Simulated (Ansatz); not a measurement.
**BFH3NO: molecular dynamics**

Aim: follow the molecule's vibrations and see whether its bonds hold. The start is relaxed first. Runs: 150 steps of 0.5 fs under a Langevin thermostat, set from 1000 K to 2000 K by a schedule; 40 steps of 2 fs at constant energy, with velocities drawn for 50 K. SMILES of the start: NB(O)F.

All numbers below are computed with Ansatz 0.2.0 (RKS BHLYP/cc-pVDZ).

**1. The starting structure**

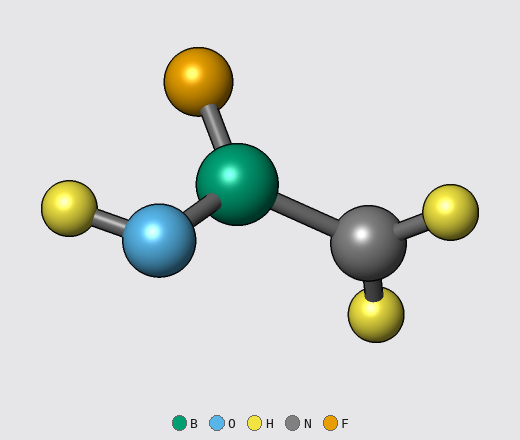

Start, viewed from a chosen angle; boron teal, oxygen blue, hydrogen yellow, nitrogen grey, fluorine amber.

Coordinates:

```xyz
7

B     0.0000    0.0000    0.0000
O     0.0000    0.0000    1.4100
H    -0.9095   -0.2814    1.7471
N     1.3423    0.0000   -0.7750
H     1.8089   -0.9179   -1.0268
H     1.7937    0.9179   -1.0532
F    -1.1431    0.0000   -0.6600
```

**2. Relaxing the start**

input.yaml reads:

```yaml
crystal:
  periodic: [false, false, false]
  atoms:
    - { symbol: B, position_ang: [0.0, 0.0, 0.0] }
    - { symbol: O, position_ang: [0.0, 0.0, 1.41] }
    - { symbol: H, position_ang: [-0.9095, -0.2814, 1.7471] }
    - { symbol: "N", position_ang: [1.3423, 0.0, -0.775] }
    - { symbol: H, position_ang: [1.8089, -0.9179, -1.0268] }
    - { symbol: H, position_ang: [1.7937, 0.9179, -1.0532] }
    - { symbol: F, position_ang: [-1.1431, 0.0, -0.66] }
basis:
  gaussian: { orbitals: cc-pVDZ }
hamiltonian:
  xc: { name: BHLYP }
relax:
  f_tol: 0.02
  max_steps: 40
output:
  orbitals: {}
```

Run with:

```console
$ ansatz run input.yaml --threads 1 --pin off --max-ram 2048MiB --backend cpu --events-out ev --progress --plain --runs-dir out
```

The program printed (excerpt; [...] marks lines left out):

```text
Warning: RAYON_NUM_THREADS=1 ignored (pool sized by the plan → 1); use --threads N
[...]
Functional definition: BHLYP
[...]
738 factors; integrals over basis functions are off by at most 3.3e-4 eV
[...]
mean field -6979.24915895 eV, -256.4826758864 hartree, gradient 1.5e-5 eV, S^2 0.000000; 0 other end points of the search recorded, 0 dependent functions left out
[...]
reference -6979.24929475 eV, -256.4826808768 hartree; 16, 16 occupied and 55, 55 virtual orbitals, 738 factors
relax step   1: F+E_penalty+E_count = -6979.24915895 eV  Δ(F+E_penalty+E_count) = +0.000e0 eV  max|allowed force component| = 3.643e0 eV/Å  Δτ_max = 0.0000 Å  (25 SCF iters, accepted)
[...]
relax step   3: F+E_penalty+E_count = -6979.82428704 eV  Δ(F+E_penalty+E_count) = -1.133e-1 eV  max|allowed force component| = 2.071e0 eV/Å  Δτ_max = 0.0917 Å  (29 SCF iters, accepted)
[...]
relax step   5: F+E_penalty+E_count = -6980.24253683 eV  Δ(F+E_penalty+E_count) = -1.982e-1 eV  max|allowed force component| = 1.838e0 eV/Å  Δτ_max = 0.2000 Å  (29 SCF iters, accepted)
[...]
relax step   7: F+E_penalty+E_count = -6980.64667019 eV  Δ(F+E_penalty+E_count) = -1.382e-1 eV  max|allowed force component| = 1.827e-1 eV/Å  Δτ_max = 0.2000 Å  (28 SCF iters, accepted)
[...]
relax step   8: F+E_penalty+E_count = -6980.65421020 eV  Δ(F+E_penalty+E_count) = -7.540e-3 eV  max|allowed force component| = 5.566e-2 eV/Å  Δτ_max = 0.0600 Å  (23 SCF iters, accepted)
[...]
relax step   9: F+E_penalty+E_count = -6980.65467294 eV  Δ(F+E_penalty+E_count) = -4.627e-4 eV  max|allowed force component| = 1.096e-2 eV/Å  Δτ_max = 0.0096 Å  (23 SCF iters, accepted)
738 factors; integrals over basis functions are off by at most 4.0e-4 eV
mean field -6980.65467294 eV, -256.5343275728 hartree, gradient 2.3e-5 eV, S^2 0.000000; 1 other end points of the search recorded, 0 dependent functions left out
[...]
reference -6980.65480168 eV, -256.5343323040 hartree; 16, 16 occupied and 55, 55 virtual orbitals, 738 factors
Total energy: -6980.65480168 eV, -256.5343323040 hartree
Atom 0 at     0.079515     0.038618     0.009480 Å, force     0.004966     0.003061    -0.003810 eV/Å
Atom 1 at    -0.009846    -0.506545     1.249108 Å, force     0.000710    -0.003133     0.003533 eV/Å
Atom 2 at    -0.880618    -0.400559     1.625639 Å, force    -0.002407     0.001540    -0.001920 eV/Å
Atom 3 at     1.265053    -0.005678    -0.719800 Å, force    -0.010956     0.002247     0.004536 eV/Å
Atom 4 at     2.095035    -0.437268    -0.361840 Å, force     0.005151    -0.000419    -0.003504 eV/Å
Atom 5 at     1.348288     0.393668    -1.634433 Å, force     0.000720    -0.001761     0.000991 eV/Å
Atom 6 at    -1.005126     0.636364    -0.526054 Å, force     0.001817    -0.001534     0.000174 eV/Å
Dipole moment:     0.169828    -0.036152    -0.037720 e Å
```

Wall time 23 s (1 thread of Arm Neoverse V1, shared host); peak memory 0.16 GiB.

Step by step:

```
step  energy from step 1 (eV)  largest force component (eV/Å)
   1                   0.0000                          3.6432
   2                  -0.4618                          2.7791
   3                  -0.5751                          2.0705
   4                  -0.7952                          1.1560
   5                  -0.9934                          1.8375
   6                  -1.2593                          0.9549
   7                  -1.3975                          0.1827
   8                  -1.4051                          0.0557
   9                  -1.4055                          0.0110
```

Step 1 is the start.

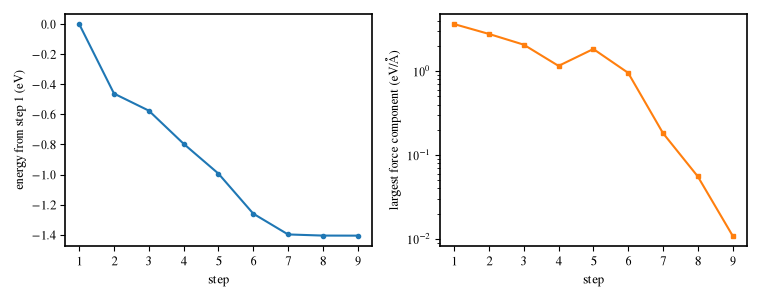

How energy and force went from step to step.

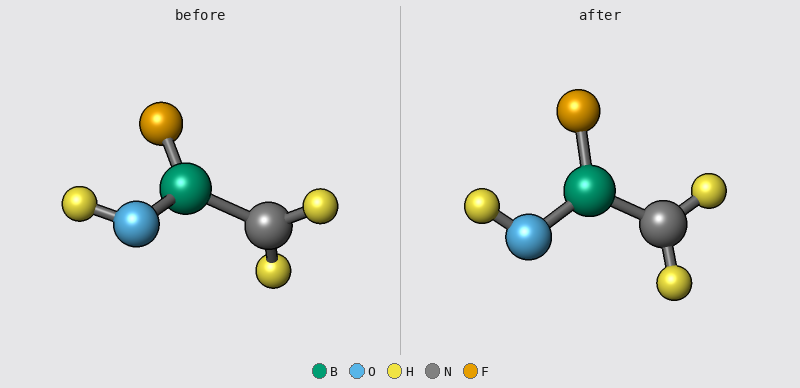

Before and after, at one scale.

After: Bond lengths: B1–O2 1.357 Å, O2–H3 0.955 Å, B1–N4 1.393 Å, N4–H5 1.002 Å, N4–H6 1.001 Å, B1–F7 1.349 Å. Angles: B1–O2–H3 112.1°, O2–B1–N4 121.4°, O2–B1–F7 119.2°, N4–B1–F7 119.4°, B1–N4–H5 122.1°, B1–N4–H6 122.4°, H5–N4–H6 115.4°.

**3. Run 1**

150 steps of 0.5 fs under a Langevin thermostat, set from 1000 K to 2000 K by a schedule, from the relaxed start.

input.yaml reads:

```yaml
crystal:
  periodic: [false, false, false]
  atoms:
    - { symbol: B, position_ang: [0.079515, 0.038618, 0.00948] }
    - { symbol: O, position_ang: [-0.009846, -0.506545, 1.249108] }
    - { symbol: H, position_ang: [-0.880618, -0.400559, 1.625639] }
    - { symbol: "N", position_ang: [1.265053, -0.005678, -0.7198] }
    - { symbol: H, position_ang: [2.095035, -0.437268, -0.36184] }
    - { symbol: H, position_ang: [1.348288, 0.393668, -1.634433] }
    - { symbol: F, position_ang: [-1.005126, 0.636364, -0.526054] }
basis:
  gaussian: { orbitals: cc-pVDZ }
hamiltonian:
  xc: { name: BHLYP }
md:
  timestep: 0.5
  n_steps: 150
  ensemble: nvt_langevin
  temperature: 1000.0
  initial_velocities: maxwell_boltzmann
  seed: 123534
  friction: 0.001
  temperature_schedule:
    - { n_steps: 37, end_temperature: 1000.0 }
    - { n_steps: 113, end_temperature: 2000.0 }
```

Run with:

```console
$ ansatz run input.yaml --threads 1 --pin off --max-ram 2048MiB --backend cpu --events-out ev --progress --plain --runs-dir out
```

The program printed (excerpt; [...] marks lines left out):

```text
Warning: RAYON_NUM_THREADS=1 ignored (pool sized by the plan → 1); use --threads N
[...]
[... 1 set-up line as earlier in the session ...]
[...]
735 factors; integrals over basis functions are off by at most 3.2e-4 eV
[...]
mean field -6980.65467341 eV, -256.5343275902 hartree, gradient 2.1e-5 eV, S^2 0.000000; 0 other end points of the search recorded, 0 dependent functions left out
[...]
reference -6980.65480162 eV, -256.5343323019 hartree; 16, 16 occupied and 55, 55 virtual orbitals, 735 factors
md step     0: t =     0.00 fs  T =   857.1 K (target 1000.0 K)  F+E_penalty+E_count = -6980.65467341 eV  E_kin = 0.775560 eV  (24 SCF iters)
[...]
md step    18: t =     9.00 fs  T =   726.6 K (target 1000.0 K)  F+E_penalty+E_count = -6980.50112990 eV  E_kin = 0.657413 eV  (25 SCF iters)
[...]
md step    36: t =    18.00 fs  T =   538.4 K (target 1000.0 K)  F+E_penalty+E_count = -6980.33933180 eV  E_kin = 0.487186 eV  (24 SCF iters)
[...]
md step    54: t =    27.00 fs  T =   676.4 K (target 1146.0 K)  F+E_penalty+E_count = -6980.44920145 eV  E_kin = 0.612044 eV  (24 SCF iters)
[...]
md step    72: t =    36.00 fs  T =   706.7 K (target 1305.3 K)  F+E_penalty+E_count = -6980.51666551 eV  E_kin = 0.639434 eV  (24 SCF iters)
md step    73: t =    36.50 fs  T =   741.6 K (target 1314.2 K)  F+E_penalty+E_count = -6980.53992424 eV  E_kin = 0.671050 eV  (25 SCF iters)
md step    74: t =    37.00 fs  T =   747.3 K (target 1323.0 K)  F+E_penalty+E_count = -6980.52171667 eV  E_kin = 0.676187 eV  (24 SCF iters)
```

**4. More of the same log: dynamics from the start**

The log, continued (excerpt; [...] marks lines left out):

```text
md step    75: t =    37.50 fs  T =   693.6 K (target 1331.9 K)  F+E_penalty+E_count = -6980.46942180 eV  E_kin = 0.627621 eV  (25 SCF iters)
[...]
md step    94: t =    47.00 fs  T =   548.8 K (target 1500.0 K)  F+E_penalty+E_count = -6980.35122504 eV  E_kin = 0.496545 eV  (23 SCF iters)
[...]
md step   113: t =    56.50 fs  T =   330.8 K (target 1668.1 K)  F+E_penalty+E_count = -6980.21051159 eV  E_kin = 0.299341 eV  (24 SCF iters)
[...]
md step   132: t =    66.00 fs  T =   492.9 K (target 1836.3 K)  F+E_penalty+E_count = -6980.30775624 eV  E_kin = 0.445957 eV  (23 SCF iters)
[...]
md step   149: t =    74.50 fs  T =   492.0 K (target 1986.7 K)  F+E_penalty+E_count = -6980.29485345 eV  E_kin = 0.445197 eV  (24 SCF iters)
[...]
md step   150: t =    75.00 fs  T =   464.5 K (target 1995.6 K)  F+E_penalty+E_count = -6980.26343225 eV  E_kin = 0.420303 eV  (25 SCF iters)
Total energy: -6980.26355769 eV, -256.5199543525 hartree
Atom 0 at     0.163031     0.202080    -0.129731 Å, force     0.161453    -2.036683     2.209516 eV/Å
Atom 1 at     0.179315    -0.958061     0.699920 Å, force     0.437579     1.760371    -1.630867 eV/Å
Atom 2 at    -0.693303    -1.049353     1.056796 Å, force    -0.444417    -0.278521     0.216998 eV/Å
Atom 3 at     1.358010     0.702583    -0.615856 Å, force    -4.249342     1.423978     0.112093 eV/Å
Atom 4 at     2.136737     0.212297    -0.572351 Å, force     4.369362    -2.921042     0.509465 eV/Å
Atom 5 at     1.467041     1.525912    -1.115237 Å, force    -0.174342     1.570223    -0.987452 eV/Å
Atom 6 at    -1.029201     0.787352    -0.254699 Å, force    -0.100292     0.481675    -0.429753 eV/Å
Dipole moment:     0.190287     0.128174    -0.130435 e Å
```

Wall time 4.6 min (1 thread of Arm Neoverse V1, shared host); peak memory 0.12 GiB.

**5. The trajectory**

The trajectory, every 6 steps (energies from step 0):

```
time (fs)  T (K)  potential energy change (meV/atom)
      0.0    857                                 0.0
      3.0    713                                23.0
      6.0    486                                52.2
      9.0    727                                21.9
     12.0    597                                46.0
     15.0    368                                69.9
     18.0    538                                45.0
     21.0    522                                49.9
     24.0    481                                58.6
     27.0    676                                29.4
     30.0    621                                35.4
     33.0    592                                35.6
     36.0    707                                19.7
     39.0    603                                35.1
     42.0    528                                45.2
     45.0    669                                27.4
     48.0    525                                49.7
     51.0    399                                57.8
     54.0    456                                49.2
     57.0    342                                62.3
     60.0    479                                46.7
     63.0    525                                43.1
     66.0    493                                49.6
     69.0    674                                27.6
     72.0    592                                35.1
     75.0    465                                55.9
```

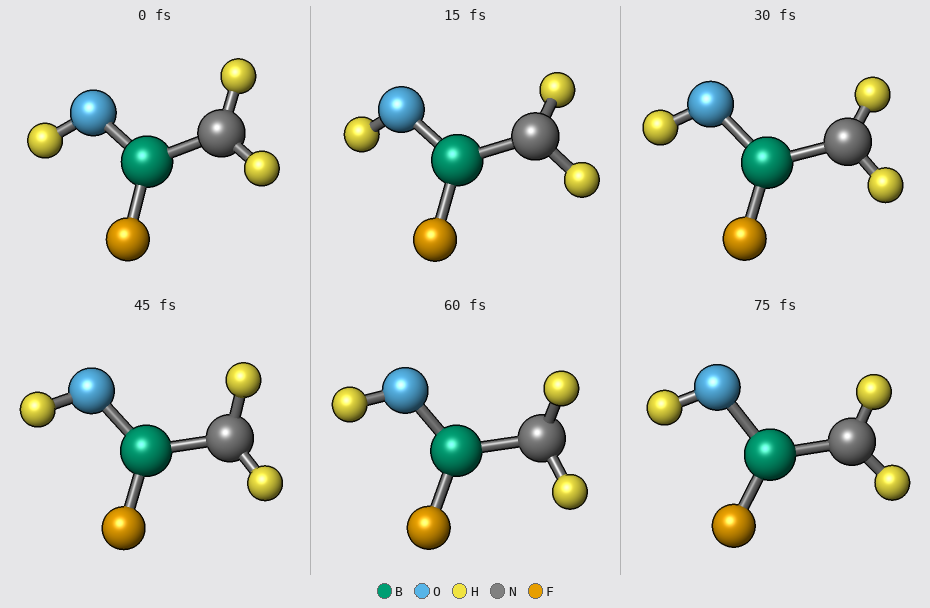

Six frames of the run, seen from a chosen angle. Sticks join atoms within a bonding distance in each frame.

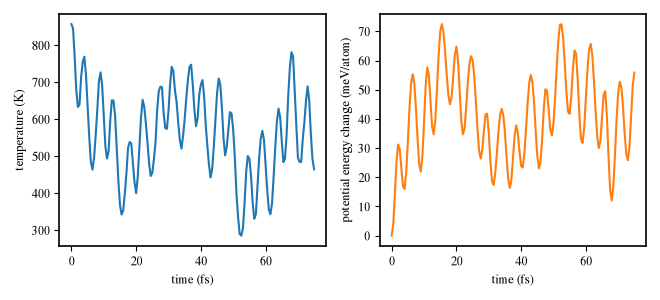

Time series of the run, each on its own scale.

**6. Positions and forces**

Extended XYZ, with forces in eV/Å:

```xyz
7
time_fs=9.5 T=692 dE=0.1912
B     0.080    0.059   -0.017    0.380   -1.299    1.178
O    -0.018   -0.622    1.184   -0.841    1.242   -0.039
H    -0.805   -0.284    1.662    0.912   -0.708   -0.571
N     1.282    0.040   -0.739   -0.919    0.028    0.267
H     2.103   -0.040   -0.201    0.943   -0.460    0.635
H     1.409    0.739   -1.419   -0.007    0.662   -1.027
F    -1.017    0.649   -0.474   -0.468    0.534   -0.443
7
time_fs=19.0 T=481 dE=0.3791
B     0.105    0.025    0.015   -0.820    1.421   -2.290
O    -0.013   -0.697    1.112   -0.675   -0.322    2.339
H    -0.753   -0.435    1.706    0.956   -0.502   -1.188
N     1.320    0.135   -0.748   -2.684   -0.959    0.838
H     2.066    0.147   -0.132    2.073   -0.297    1.118
H     1.353    0.935   -1.309    0.006    1.173   -1.173
F    -1.030    0.686   -0.444    1.144   -0.513    0.357
7
time_fs=28.0 T=686 dE=0.2052
B     0.082    0.051   -0.036    1.235   -1.082    1.758
O     0.014   -0.775    1.085   -1.215    0.845   -0.325
H    -0.852   -0.696    1.551    1.329   -0.139   -0.877
N     1.316    0.248   -0.704   -2.673   -0.585    0.290
H     2.163    0.123   -0.241    1.404   -0.295    0.646
H     1.269    0.987   -1.344    0.481    1.012   -1.030
F    -1.008    0.704   -0.414   -0.561    0.244   -0.462
7
time_fs=37.5 T=694 dE=0.1853
B     0.111    0.041    0.009   -0.132    1.488   -1.023
O     0.044   -0.829    1.026   -0.486   -0.474    0.201
H    -0.878   -1.002    1.234    0.310    0.021    0.169
N     1.279    0.385   -0.663   -1.135   -0.799    1.208
H     2.125   -0.017   -0.453    2.091   -1.249    0.775
H     1.378    0.975   -1.418   -0.441    1.515   -1.629
F    -0.990    0.726   -0.405   -0.207   -0.501    0.300
7
time_fs=47.0 T=549 dE=0.3034
B     0.129    0.116    0.011    0.305   -0.751    0.229
O     0.070   -0.896    0.955    0.630    0.964   -0.955
H    -0.809   -1.233    1.058   -0.474    0.006    0.193
N     1.321    0.495   -0.637   -2.313    0.327    2.596
H     1.970   -0.197   -0.665    2.612   -2.056   -0.166
H     1.210    0.983   -1.457   -0.077    1.347   -2.080
F    -0.984    0.739   -0.380   -0.683    0.164    0.184
7
time_fs=56.0 T=376 dE=0.3994
B     0.150    0.164    0.010    0.298   -1.718    0.269
O     0.103   -0.919    0.857    1.158    0.909   -0.527
H    -0.746   -1.286    1.024   -0.868    0.002    0.149
N     1.366    0.560   -0.608   -2.435    1.157    2.119
H     1.971   -0.126   -0.869    2.200   -2.395   -0.266
H     1.126    1.047   -1.408   -0.220    1.637   -1.863
F    -0.999    0.751   -0.344   -0.132    0.408    0.119
7
time_fs=65.5 T=484 dE=0.3377
B     0.169    0.146   -0.003   -0.073    2.059   -2.237
O     0.144   -0.927    0.751    0.729   -1.159    0.894
H    -0.727   -1.131    1.040   -0.818   -0.301    0.337
N     1.368    0.628   -0.612   -3.778    0.937    2.598
H     2.021   -0.013   -0.808    3.187   -2.743   -0.667
H     1.287    1.312   -1.291   -0.180    1.478   -1.419
F    -1.022    0.777   -0.306    0.934   -0.271    0.494
7
time_fs=75.0 T=465 dE=0.3912
B     0.163    0.202   -0.130    0.162   -2.037    2.209
O     0.179   -0.958    0.700    0.438    1.760   -1.631
H    -0.693   -1.049    1.057   -0.444   -0.279    0.217
N     1.358    0.703   -0.616   -4.249    1.424    0.112
H     2.137    0.212   -0.572    4.369   -2.921    0.509
H     1.467    1.526   -1.115   -0.174    1.570   -0.988
F    -1.029    0.787   -0.255   -0.100    0.482   -0.430
```

Reading of run 1. The set-point goes from 1000 to 2000 K in 75 fs, and the last tenth of the run averages 594 K. Such a rate, of order 10^16 K/s, is far beyond any furnace or quench, and the atoms lag the set-point. No bond forms or breaks.

**7. Run 2**

40 steps of 2 fs at constant energy, with velocities drawn for 50 K, starting from the last frame of an earlier run, with new velocities.

input.yaml reads:

```yaml
crystal:
  periodic: [false, false, false]
  atoms:
    - { symbol: B, position_ang: [0.163031, 0.20208, -0.129731] }
    - { symbol: O, position_ang: [0.179315, -0.958061, 0.69992] }
    - { symbol: H, position_ang: [-0.693303, -1.049353, 1.056796] }
    - { symbol: "N", position_ang: [1.35801, 0.702583, -0.615856] }
    - { symbol: H, position_ang: [2.136737, 0.212297, -0.572351] }
    - { symbol: H, position_ang: [1.467041, 1.525912, -1.115237] }
    - { symbol: F, position_ang: [-1.029201, 0.787352, -0.254699] }
basis:
  gaussian: { orbitals: cc-pVDZ }
hamiltonian:
  xc: { name: BHLYP }
md:
  timestep: 2.0
  n_steps: 40
  ensemble: nve
  temperature: 50.0
  initial_velocities: maxwell_boltzmann
  seed: 974028
```

Run with:

```console
$ ansatz run input.yaml --threads 1 --pin off --max-ram 2048MiB --backend cpu --events-out ev --progress --plain --runs-dir out
```

The program printed (excerpt; [...] marks lines left out):

```text
Warning: RAYON_NUM_THREADS=1 ignored (pool sized by the plan → 1); use --threads N
[...]
[... 1 set-up line as earlier in the session ...]
[...]
736 factors; integrals over basis functions are off by at most 3.0e-4 eV
[...]
mean field -6980.26343095 eV, -256.5199496948 hartree, gradient 1.9e-5 eV, S^2 0.000000; 0 other end points of the search recorded, 0 dependent functions left out
[...]
reference -6980.26355661 eV, -256.5199543130 hartree; 16, 16 occupied and 55, 55 virtual orbitals, 736 factors
md step     0: t =     0.00 fs  T =    50.0 K  F+E_penalty+E_count = -6980.26343095 eV  E_kin = 0.032315 eV  conserved = -6980.23111595 eV  (24 SCF iters)
[...]
md step    10: t =    20.00 fs  T =   153.7 K  F+E_penalty+E_count = -6980.32043187 eV  E_kin = 0.099310 eV  conserved = -6980.22112166 eV  (24 SCF iters)
[...]
md step    40: t =    80.00 fs  T = 93645.2 K  F+E_penalty+E_count = -6969.53662682 eV  E_kin = 60.522895 eV  conserved = -6909.01373181 eV  (62 SCF iters)
Total energy: -6969.53685076 eV, -256.1257551436 hartree
Atom 0 at    -0.205833     0.439496    -0.126027 Å, force    -0.645817    -1.063377    -0.286806 eV/Å
Atom 1 at     0.229404    -0.780593     0.592477 Å, force    -0.534842     3.648389    -2.183671 eV/Å
Atom 2 at    -0.550473    -1.232850     0.948795 Å, force     0.330086     0.475590    -0.295929 eV/Å
Atom 3 at     0.407700     1.620852    -1.044873 Å, force     0.587427    -2.002075     5.245950 eV/Å
Atom 4 at    29.072538   -15.271402     2.640641 Å, force    -0.002762     0.001614    -0.000344 eV/Å
Atom 5 at     0.865520     2.154095    -0.163466 Å, force    -0.908235    -0.899802    -2.551401 eV/Å
Atom 6 at    -1.565662     0.623726    -0.065264 Å, force     1.174143    -0.160338     0.072201 eV/Å
Dipole moment:    -0.388502     0.166839     0.323165 e Å
```

Run time: 81 s. Hardware: 1 thread of Arm Neoverse V1, shared host; peak memory 0.12 GiB.

**8. What the atoms did**

One step in 2; energies are changes from step 0:

```
time (fs)  T (K)  potential energy change (meV/atom)  total energy change (meV/atom)
      0.0     50                                 0.0                            0.00
      4.0    137                               -15.7                           -7.69
      8.0    194                               -13.0                            0.26
     12.0    119                               -10.7                           -4.41
     16.0    233                               -12.1                            4.81
     20.0    154                                -8.1                            1.43
     24.0    162                                 5.5                           15.82
     28.0    209                                 5.4                           20.06
     32.0    228                                33.3                           49.72
     36.0    186                                62.4                           74.96
     40.0    493                               128.3                          169.20
     44.0    306                               291.3                          314.88
     48.0   2804                               -37.6                          216.70
     52.0  99312                              1114.1                        10278.85
     56.0  94652                              1465.5                        10199.97
     60.0  93722                              1520.6                        10169.22
     64.0  93248                              1571.7                        10176.50
     68.0  93208                              1569.0                        10170.09
     72.0  92675                              1625.7                        10177.61
     76.0  92786                              1620.7                        10182.85
     80.0  93645                              1532.4                        10173.91
```

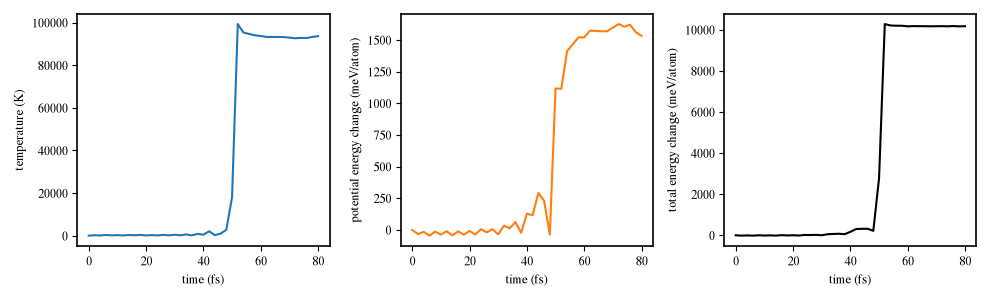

Time series of the run, each on its own scale.

Bonds that form or break, judged by distance (formed within 1.15 times the sum of covalent radii and held on average over 12 fs, broken when stretched by half; pairs already stretched at the start don't count as bonds):

```
time (fs)   bond   event
     52.0  N4–H5  breaks
```

Reading of run 2. The run blows up, reaching 99312 K, so it describes no real motion.

**9. What came out**

| quantity | value |
| --- | --- |
| relaxation of the start | 8 moves, 1.406 eV lower |
| run 1: length | 150 steps of 0.5 fs |
| run 1: temperature, first and last step | 857 and 465 K |
| run 1: temperature, second half | mean 535 K, from 285 to 781 K |
| run 1: potential energy, second half | +43 meV/atom from this run's first step |
| run 1: bonds formed or broken | 0 |
| run 2: length | 40 steps of 2 fs |
| run 2: temperature, first and last step | 50 and 93645 K |
| run 2: temperature, second half | mean 68235 K, from 306 to 99312 K |
| run 2: potential energy, second half | +1176 meV/atom from this run's first step |
| run 2: largest change of the total energy | 10278.85 meV/atom |
| run 2: bonds formed or broken | 1 |

**Reading.** Mean temperatures of the second halves: 535 K, none that means anything (unstable run). Bonds changed in run 2 (an artefact of the unstable or too long step). 80 fs on 7 atoms is far too short and small for converged averages. The nuclei move classically, without zero-point motion, which matters most for hydrogen.
